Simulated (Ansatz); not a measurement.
BH$_{4}$C$_{2}$F$_{3}$: several calculations on one system

Part 1: Relaxation

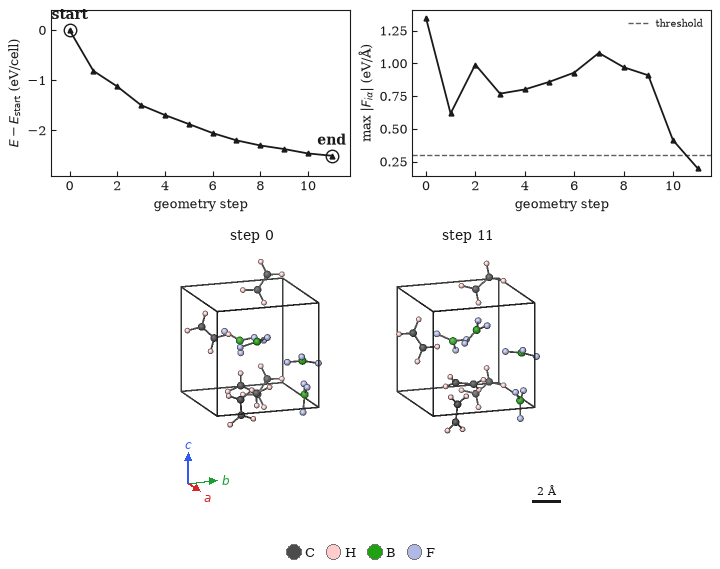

First and last geometry of a relaxation of an amorphous cell of composition BH₄C₂F₃, with the history of the run. Style: ball-and-stick. Shown: the cell of the calculation, slightly off an axis.

The cell holds 4 C2H4 + 4 BF3. The run prepares the start of a later molecular dynamics calculation, from a guessed geometry.

These are results of DFT PBE-D3(BJ), scalar-relativistic, plane waves, PAW (Ansatz 0.2.0), not measurements. Set-up: plane-wave cutoff 420 eV; k-point mesh 1 × 1 × 1; occupations fermi dirac; smearing width 0.05 eV; no spin polarisation; atoms relaxed in a fixed cell; force threshold 0.3 eV/Å; at most 15 steps.

Question: Did the run converge, and what did it change?

Answer: It converged. The atom that moves furthest is an F atom (1.59 Å roughly along [−1 0 1]). By element the largest moves are F 1.59 Å, H 1.28 Å, B 1.19 Å, C 1.06 Å. The cell doesn't change. Near-neighbour distances that change, for instance: C–H 1.085 → 1.092 Å, B–F 1.322 → 1.329 Å, C–C 1.335 → 1.330 Å. After 11 geometry steps the energy has fallen by 2.505 eV per cell of the calculation. The largest force component goes from 1.4 to 0.2 eV/Å.

Limits of the set-up: the periodic images lie only 7.9 Å apart, so the values are limited by the cell's size.

Part 2: Dynamics

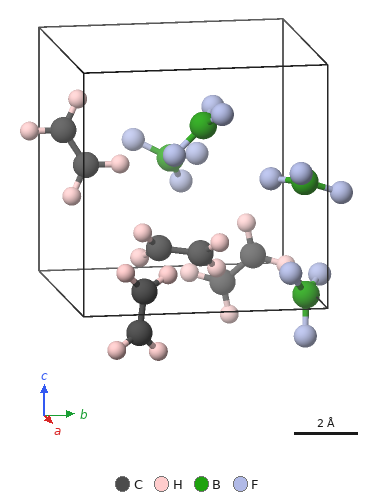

Starting frame of a dynamics run of a periodic cell with 4 C2H4 + 4 BF3 at 1.292 g/cm³. The picture is a ball-and-stick view of the simulation cell, seen slightly off an axis.

Theory: DFT PBE-D3(BJ), scalar-relativistic, plane waves, PAW in Ansatz 0.2.0.

Input
```yaml
crystal:
  lattice:
    - [7.898723, 0.0, 0.0]
    - [0.0, 7.898723, 0.0]
    - [0.0, 0.0, 7.898723]
  atoms:
    - { symbol: C, position: [0.52145806, 0.39177972, 0.17463574] }
    - { symbol: C, position: [0.55741013, 0.55544879, 0.15495844] }
    - { symbol: H, position: [0.59914587, 0.3106674, 0.25478818] }
    - { symbol: H, position: [0.41061507, 0.33251659, 0.11698795] }
    - { symbol: H, position: [0.66577973, 0.61459337, 0.21672156] }
    - { symbol: H, position: [0.47767374, 0.63602391, 0.07639903] }
    - { symbol: C, position: [0.16347546, 0.71726204, 0.9571271] }
    - { symbol: C, position: [0.20600486, 0.83449325, 1.07052816] }
    - { symbol: H, position: [0.13189757, 0.58780079, 0.99393342] }
    - { symbol: H, position: [0.15488715, 0.74649399, 0.82244196] }
    - { symbol: H, position: [0.21111827, 0.80675167, 1.20585632] }
    - { symbol: H, position: [0.23703934, 0.96388713, 1.03367686] }
    - { symbol: C, position: [0.39151214, 0.11630926, 0.50112853] }
    - { symbol: C, position: [0.36686014, 0.02775645, 0.64244332] }
    - { symbol: H, position: [0.40927024, 0.05495093, 0.37830874] }
    - { symbol: H, position: [0.4011036, 0.25401365, 0.50224883] }
    - { symbol: H, position: [0.36356655, -0.11006478, 0.64284598] }
    - { symbol: H, position: [0.34747169, 0.09007261, 0.7642586] }
    - { symbol: C, position: [0.97749444, 0.24861968, 0.08689794] }
    - { symbol: C, position: [0.98836992, 0.22600228, -0.07957375] }
    - { symbol: H, position: [0.91230534, 0.35752299, 0.13989398] }
    - { symbol: H, position: [1.03625336, 0.16133813, 0.17638226] }
    - { symbol: H, position: [0.93210542, 0.31414739, -0.16925189] }
    - { symbol: H, position: [1.05829955, 0.12075463, -0.13450469] }
    - { symbol: B, position: [0.82816504, 0.93313814, 0.48756763] }
    - { symbol: F, position: [0.80094111, 1.08805655, 0.43169175] }
    - { symbol: F, position: [0.97799891, 0.89123784, 0.54979958] }
    - { symbol: F, position: [0.70706732, 0.81656666, 0.47995357] }
    - { symbol: B, position: [0.67022059, 0.54638368, 0.70066044] }
    - { symbol: F, position: [0.52462102, 0.61208834, 0.74943989] }
    - { symbol: F, position: [0.67548846, 0.42672274, 0.58376952] }
    - { symbol: F, position: [0.81387708, 0.59791896, 0.77123379] }
    - { symbol: B, position: [0.712533, 0.9594147, 0.00060678] }
    - { symbol: F, position: [0.57652296, 1.04023516, 0.05639527] }
    - { symbol: F, position: [0.81081405, 0.87877652, 0.10917054] }
    - { symbol: F, position: [0.74128021, 0.95111303, -0.16411517] }
    - { symbol: B, position: [0.10262301, 0.51494449, 0.46199674] }
    - { symbol: F, position: [0.24142105, 0.59831516, 0.50375207] }
    - { symbol: F, position: [-0.00106621, 0.57753295, 0.34590525] }
    - { symbol: F, position: [0.06606558, 0.36947195, 0.53563139] }
basis:
  ecutwfc: 420.0
kpoints:
  mp_grid: { grid: [1, 1, 1] }
hamiltonian:
  xc: pbe
  dispersion: d3bj
scf:
  occupations: { method: fermi_dirac, width: 0.05 }
  lower_state_search: "off"
md:
  timestep: 0.75
  n_steps: 280
  ensemble: nvt_langevin
  temperature: 400.0
  initial_velocities: maxwell_boltzmann
  seed: 898026
  friction: 0.02
```

Command:
```bash
ansatz run input.yaml --threads 1 --pin off --max-ram 3072MiB --backend cpu --events-out ev --progress --plain --runs-dir out
```

Predict how the run goes.

Answer. Over the second half the temperature averages 347 K (spread ±34 K). The potential energy in the second half lies on average 35.3 meV per atom above the first frame. Root-mean-square distances from the starting positions over the second half, with the common drift of all atoms taken out: H 1.09 Å, F 0.52 Å, C 0.43 Å, B 0.28 Å. The heavy atoms stay within a fraction of a molecule's size of their starting places, while the hydrogen atoms travel further, as molecules turn; so short a run doesn't tell a liquid from a solid.

Along the run (each row but the first and the last is the mean over the interval that it begins):

| time (fs) | potential energy (meV/atom) | T (K) |
| --- | --- | --- |
| 0.0 | 0.0 | 390 |
| 21.0 | 28.8 | 336 |
| 42.0 | 29.6 | 294 |
| 63.0 | 29.0 | 303 |
| 84.0 | 35.3 | 340 |
| 105.0 | 37.3 | 325 |
| 126.0 | 35.7 | 329 |
| 147.0 | 36.4 | 361 |
| 168.0 | 32.2 | 344 |
| 189.0 | 35.0 | 374 |
| 210.0 | 32.6 | 380 |

The paths of the atoms:

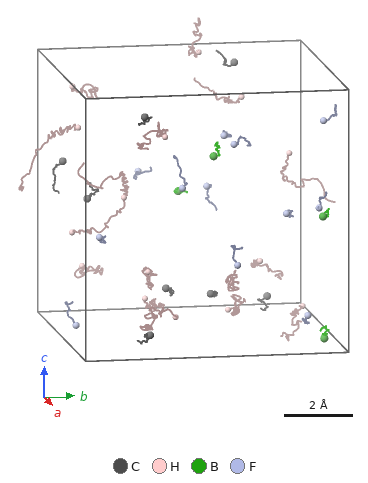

Limits of the set-up: the periodic images lie only 7.9 Å apart, so the values are limited by the cell's size.

Part 3: Dynamics

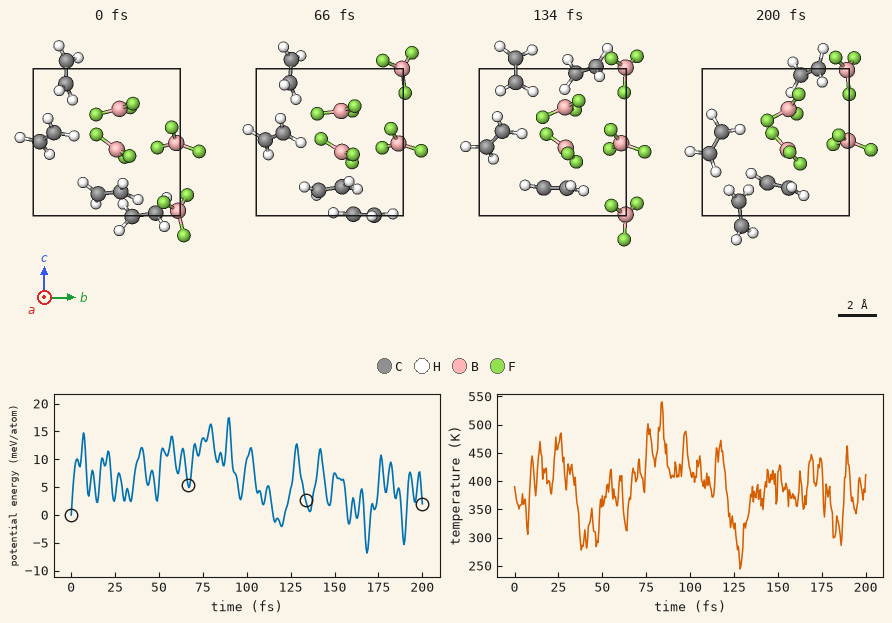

First-principles dynamics of a periodic cell with 4 C2H4 + 4 BF3 at 1.292 g/cm³, 200 fs long. It starts from the last geometry of an earlier run, with fresh velocities. Frames and the history of the run. The picture is a ball-and-stick view of the simulation cell, seen along the a axis. Atoms that leave the cell re-enter on the other side.

All numbers below come from DFT PBE-D3(BJ), scalar-relativistic, plane waves, PAW in Ansatz. Set-up: plane-wave cutoff 420 eV; k-point mesh 1 × 1 × 1; Fermi-Dirac smearing 0.05 eV; Langevin thermostat (NVT); set temperature 400 K; time step 0.5 fs; friction 0.05 per fs.

> What happens in this trajectory?

In the second half of the run the atoms are, in the root-mean-square, this far from where they began (common drift taken out): H 0.65 Å, F 0.40 Å, C 0.39 Å, B 0.19 Å. The heavy atoms stay within a fraction of a molecule's size of their starting places, while the hydrogen atoms travel further, as molecules turn; so short a run doesn't tell a liquid from a solid. The mean temperature in the second half is 380 K (standard deviation 44 K). The potential energy in the second half lies on average 4.0 meV per atom above the first frame.

Limits of the set-up: the periodic images lie only 7.9 Å apart, so the values are limited by the cell's size.

Cost: 18 min on 1 thread of Arm Neoverse V2 (shared host), peak memory 0.51 GiB.
